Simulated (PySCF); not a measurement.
**C$_{4}$H$_{8}$FO$_{2}$Si (doublet): density, localisation and related maps**

```
atom    x (Å)    y (Å)    z (Å)
   O  -0.9871   0.0364  -1.5740
   C  -1.9083  -0.0939  -0.8204
   C  -1.8404   0.0402   0.6718
   C  -0.4097   0.2956   1.1553
   F  -0.5089   0.6988   2.5068
   C   0.4595  -0.8859   1.0292
   O   1.6615  -0.8556   0.4739
  Si   2.5540   0.2488  -0.3395
   H  -2.9259  -0.3260  -1.1911
   H  -2.4876   0.8683   0.9768
   H  -2.2387  -0.8673   1.1320
   H   0.0316   1.1495   0.6301
   H   0.1775  -1.8247   1.4778
   H   2.8205   1.4126   0.5134
   H   1.8630   0.6847  -1.5502
   H   3.7313  -0.5725  -0.5684
```

Geometry: GFN2-xTB.

Level of theory: PySCF, UKS B3LYP, pcH-1 on C F H O Si, non-relativistic, mean-field spin-orbit, GIAO.

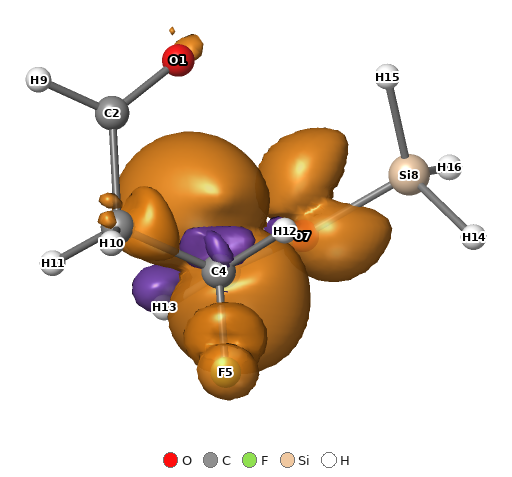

Figure 1. Isosurfaces of the spin density at +0.015 (orange) and −0.015 e/Å³ (purple), seen at a tilt.

> Describe the spin distribution.

The unpaired spin (1 electron) lies mostly on C6 (about 0.6) and O7 (about 0.2), in electrons by Hirshfeld's partition.

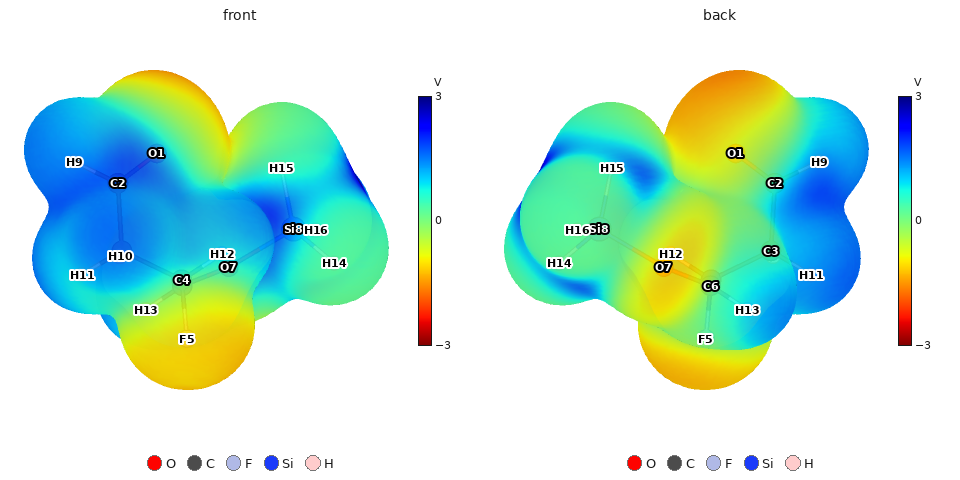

Figure 2. The electrostatic potential painted on the density surface at 0.004 e/bohr³, seen from the front and from behind; red is negative and blue positive.

> Describe the electrostatic potential map.

The most negative region (about −1.6 V, or −37 kcal/mol for a unit charge) lies over O1, the most positive (about +2.6 V, or +60 kcal/mol for a unit charge) over Si8. O1 is the likeliest acceptor of a hydrogen bond.

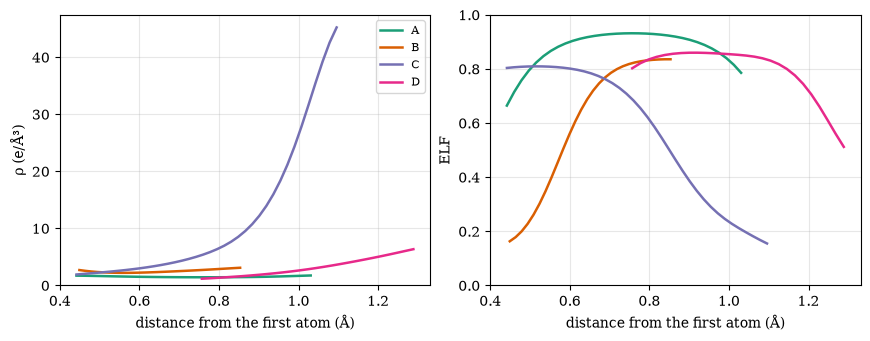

Figure 3. Total electron density and ELF along straight lines between neighbouring atoms. The curves leave out the atomic cores.

> Which curve belongs to which contact (C–C, C–F, C–O and Si–O)? The first atom named is at distance zero.

Curve A: C–C (1.47 Å): the density is about 1.4 e/Å³ at the midpoint; the ELF peaks at about 0.95 between the atoms, as expected for localised, covalent bonding. Curve B: C–O (1.20 Å): ρ is about 2.2 e/Å³ halfway; the ELF peaks at about 0.85 between the atoms; a short, multiple covalent bond. Curve C: C–F (1.41 Å): ρ is about 4.4 e/Å³ halfway; the ELF peaks at about 0.80 between the atoms, as expected for a shared but strongly polarised pair. Curve D: Si–O (1.64 Å): ρ is about 1.4 e/Å³ halfway; the ELF peaks at about 0.85 between the atoms: a polar covalent bond.
